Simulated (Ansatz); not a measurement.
The relaxed structure here is a generated cell of Cu: the first start was made by a random draw of sites in a space group, and the end was not matched to a known phase here, so it may be hypothetical. Known forms of Cu include space group No. 225.

One stationary structure of Cu. Space group Pm-3m (No. 221), AFLOW prototype A_cP1_221_a (A_h). Computed with r2SCAN (plane waves to 500 eV, PAW, scalar-relativistic; Ansatz, an electronic-structure program).

Space group Pm-3m (No. 221); a = 2.3693 Å, b = 2.3693 Å, c = 2.3693 Å, α = 90.00°, β = 90.00°, γ = 90.00°

| atom | site | symmetry | x | y | z |
|---|---|---|---|---|---|
| Cu | 1b | m-3m | 0.5000 | 0.5000 | 0.5000 |

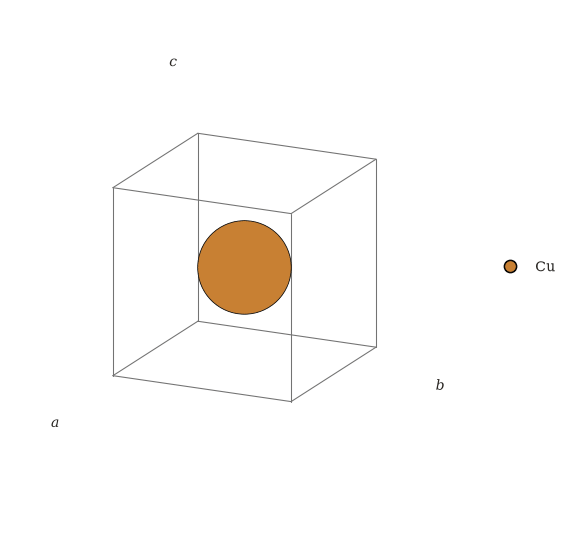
Figure. The conventional cell of the relaxed structure

| Property | Value |
|---|---|
| Volume per atom | 13.30 Å³ |
| Density | 7.93 g/cm³ |
| Band gap | no gap (metallic) |
| Shortest distances | Cu–Cu 2.37 Å |
| k-mesh | 19×19×19 |

No spin polarisation in the result.

The run could not lower the symmetry of its start; a shaken copy of this end point relaxes with r2SCAN to Fm-3m (No. 225), 0.51 eV/atom lower.
